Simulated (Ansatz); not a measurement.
# Calculations on C₂HNa

**1. Relaxation**

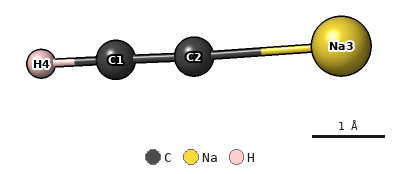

This is the input geometry for a relaxation of C2HNa (coarse preliminary run). A ball-and-stick model, seen at a tilt.

The calculation used Ansatz, RKS PBE-D4/def2-SVP.

Input file:
```yaml
crystal:
  periodic: [false, false, false]
  atoms:
    - {symbol: C, position_ang: [-0.062200, 0.819900, -0.118700]}
    - {symbol: C, position_ang: [0.025700, -0.322700, 0.041400]}
    - {symbol: Na, position_ang: [0.251600, -2.473400, 0.342800]}
    - {symbol: H, position_ang: [-0.159600, 1.915800, -0.285900]}
basis:
  gaussian: {orbitals: def2-SVP}
hamiltonian: {xc: pbe, dispersion: d4}
relax: {f_tol: 0.03, max_steps: 250}
```

Q: Where does the relaxation end?

A: The atom that moves furthest after the best rigid fit is Na3 (0.062 Å). Largest moves by element: Na 0.062 Å, C 0.059 Å, H 0.031 Å. Among the contacts that change: C1–C2 1.157 → 1.244 Å, C2–Na3 2.183 → 2.217 Å, C1–H4 1.113 → 1.085 Å. The optimiser took 3 steps.

Final geometry:

```xyz
4

C    -0.0676    0.8775   -0.1285
C     0.0319   -0.3499    0.0446
Na    0.2553   -2.5341    0.3521
H    -0.1642    1.9461   -0.2887
```

After the run, drawn alike:

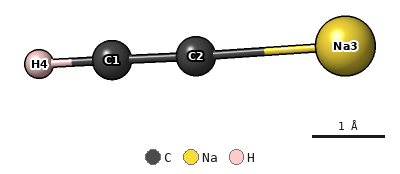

**2. Relaxation**

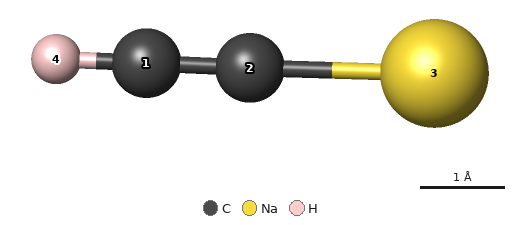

C₂HNa, before the relaxation. The picture is a ball-and-stick view, seen at a tilt.

All numbers below come from RKS PBE0-D4/def2-TZVP in Ansatz 0.2.0.

The input:
```yaml
crystal:
  periodic: [false, false, false]
  atoms:
    - {symbol: C, position_ang: [-0.067584, 0.877529, -0.128451]}
    - {symbol: C, position_ang: [0.031869, -0.349873, 0.044573]}
    - {symbol: Na, position_ang: [0.255373, -2.534117, 0.352133]}
    - {symbol: H, position_ang: [-0.164158, 1.946061, -0.288654]}
basis:
  gaussian: {orbitals: def2-TZVP}
hamiltonian: {xc: pbe0, dispersion: d4}
relax: {f_tol: 0.005, max_steps: 200}
```

> What does the optimiser find from here?

Over 4 geometry steps the energy falls by 0.027 eV. Largest force component: 1.9 eV/Å at the start, 0.0013 eV/Å at the end. The largest move after the best rigid fit is that of H4, 0.025 Å. By element the largest moves are H 0.025 Å, C 0.019 Å, Na 0.019 Å. Some distances before and after: C1–C2 1.244 → 1.222 Å, C1–H4 1.085 → 1.067 Å, C2–Na3 2.217 → 2.213 Å. The run took roughly 10 core-seconds on a shared host.

Final geometry:

```xyz
4

C    -0.0690    0.8695   -0.1311
C     0.0436   -0.3351    0.0407
Na    0.2476   -2.5166    0.3515
H    -0.1667    1.9218   -0.2814
```

**3. Scan**

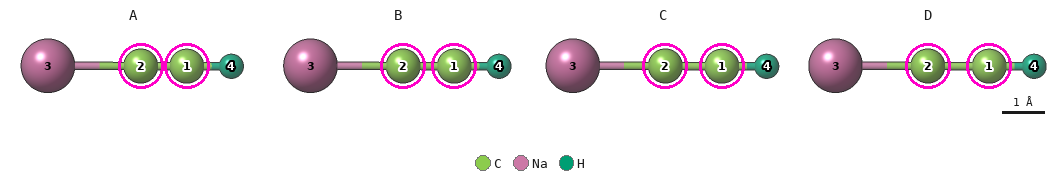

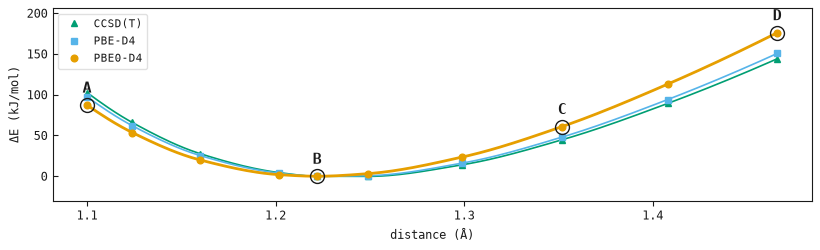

Energy scan for C₂HNa, in which the C1–C2 distance is varied, with all other coordinates relaxed. The lettered frames are marked on the plot, at the values of PBE0-D4. Style: ball-and-stick. Shown face on. The ringed atoms are those of the scanned coordinate.

Levels of theory: PBE0-D4, PBE-D4, CCSD(T) (def2-TZVPP, Ansatz), on geometries relaxed under the constraint at PBE0-D4/def2-TZVP. Coupled cluster with a frozen core. Energies are counted from the PBE0-D4/def2-TZVP minimum geometry at the same level.

Question: Describe the profile.

Answer: With PBE0-D4: the lowest computed point lies at the distance 1.222 Å (0.0 kJ/mol). At the ends of the scan the energy is 87.3 kJ/mol (1.100 Å) and 176.1 kJ/mol (1.466 Å). The curvature at the lowest point is about 96 eV/Å² (15 mdyn/Å). The well is steeper on the short side, as for any bond. At 1.466 Å the levels give CCSD(T) 144.1 kJ/mol, PBE-D4 150.7 kJ/mol, PBE0-D4 176.1 kJ/mol. Closest to CCSD(T) there is PBE-D4. At 1.299 Å to 1.466 Å the mean-field solution behind CCSD(T) isn't stable (a lower one of broken symmetry exists), so those energies are less reliable.
